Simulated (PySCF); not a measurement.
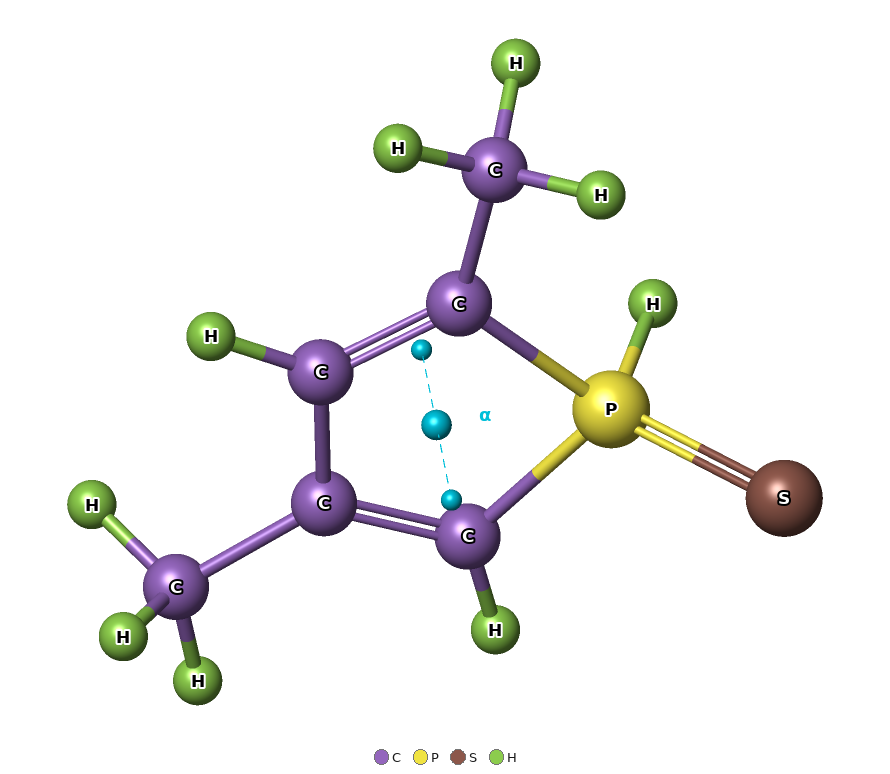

The small points mark where nucleus-independent chemical shifts (NICS) were computed: at the centre of each lettered ring and 1 Å above and below it. The geometry was computed by an optimisation with GFN2-xTB. No frequency run is at hand to confirm it as a minimum. Properties computed with GIAO PBE0/pcSseg-1 NMR shielding, non-relativistic, gas phase (PySCF 2.14.0).

Give NICS(0), NICS(1) and the out-of-plane component NICS(1)zz for each ring (means of the two sides).

```csv
ring,members,NICS(0),NICS(1),NICS(1)zz
α,C4P,−0.4,−3.3,−0.6
```

Values in ppm.

Question: What do the values say about the ring currents?

Answer: Ring α: weak, as in a non-aromatic ring. NICS is one index among several.

The geometry is semi-empirical. Around P such bond lengths and angles can be off by a tenth of an ångström or more and by several degrees, and values that hang on the shape move with them.
